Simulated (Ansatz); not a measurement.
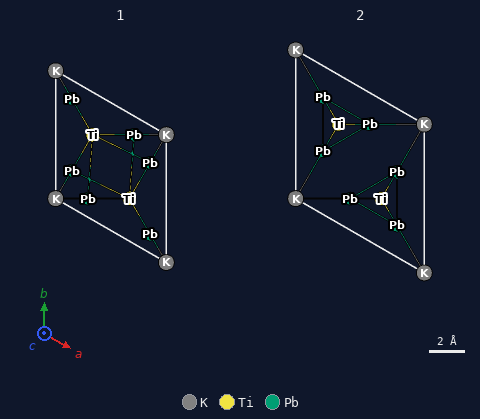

Two geometries of a crystal of KTiPb₃ (built on the hexagonal perovskite (2H) type) (coarse preliminary run), drawn at one scale. One is the start of a relaxation, the other its converged end. Style: ball-and-stick. Shown: the cell of the calculation, along the c axis.

These are results of DFT PBE, scalar-relativistic, plane waves, PAW (Ansatz 0.2.0), not measurements. Set-up: plane-wave cutoff 420 eV; k-point mesh 3 × 3 × 4; occupations gaussian; smearing width 0.1 eV; no spin polarisation; cell and atoms relaxed; force threshold 0.04 eV/Å; at most 70 steps.

Which geometry has the lower energy?

Answer. Structure 2 is the relaxed one. Case: hexagonal perovskite (2H) type (P6_3/mmc, No. 194). The largest moves relative to the cell, 0.98 Å, are those of Pb atoms. Ti and K stay in place. The volume changes by +12.0 %, with a = b 7.336 → 8.529 Å (+16.3 %), c 6.268 → 5.196 Å (−17.1 %). Some distances before and after: Pb–Pb 4.123 → 3.088 Å, K–Pb 2.428 → 3.399 Å, Pb–Ti 3.935 → 3.151 Å, Pb–Ti 3.677 → 4.318 Å. The space group stays P6_3/mmc (No. 194). After 10 accepted moves (12 points after the start) the energy has fallen by 2257 meV per atom. The largest force component goes from 9.4 to 0.0039 eV/Å. The pressure goes from 21.99 to 0.10 GPa. At 2 points the geometry stayed and the basis and grid were re-selected for the new cell (energy shift of 5.5 meV per atom at most each time).
